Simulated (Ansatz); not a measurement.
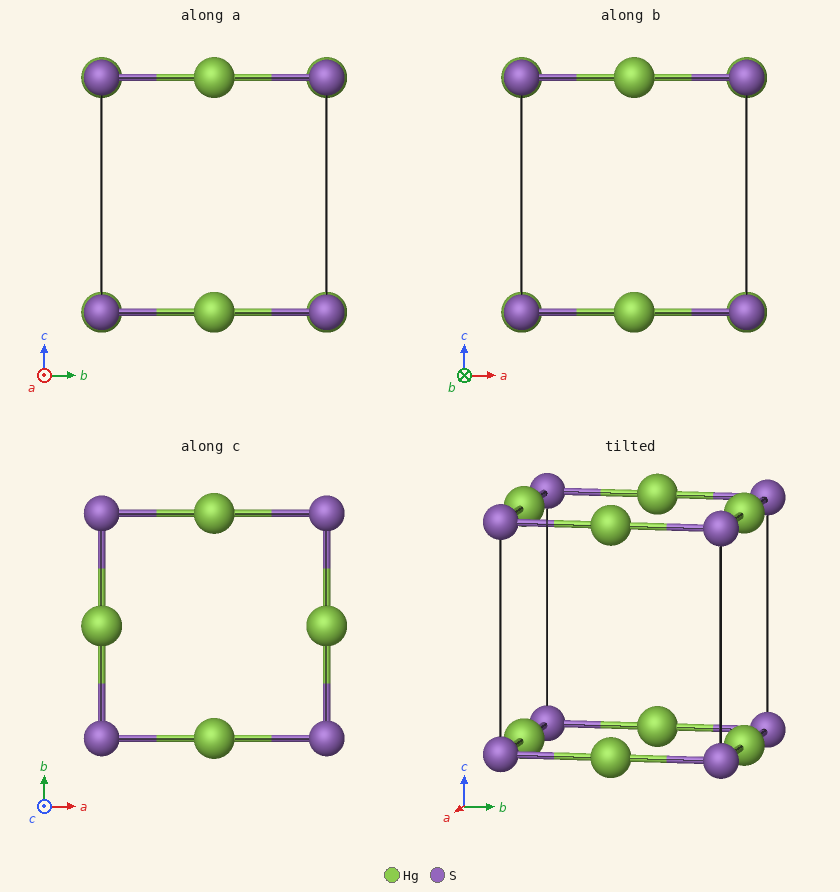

We look at a ball-and-stick model of the crystal along the a axis, along the b axis, along the c axis and slightly off an axis. Lines trace the edges of the conventional unit cell.

Lattice parameters: a = 5.2629 Å, b = 5.2629 Å, c = 5.4880 Å, α = 90.000°, β = 90.000°, γ = 90.000°.

Question: Convert the drawing into a CIF in P1 with every atom of the cell.

Answer:
```cif
data_structure
_symmetry_space_group_name_H-M 'P 1'
_symmetry_Int_Tables_number 1
_cell_length_a 5.2629
_cell_length_b 5.2629
_cell_length_c 5.4880
_cell_angle_alpha 90.000
_cell_angle_beta 90.000
_cell_angle_gamma 90.000
_cell_volume 152.01
loop_
_atom_site_label
_atom_site_type_symbol
_atom_site_fract_x
_atom_site_fract_y
_atom_site_fract_z
_atom_site_occupancy
Hg1 Hg 0.5000 0.0000 0.0000 1
Hg2 Hg 0.0000 0.5000 0.0000 1
S1 S 0.0000 0.0000 0.0000 1
```

The starting point was a random cell made by a generator, so it need not be a real form of the compound. What is shown is the relaxed result from DFT PBE, scalar-relativistic, plane waves, PAW in Ansatz.
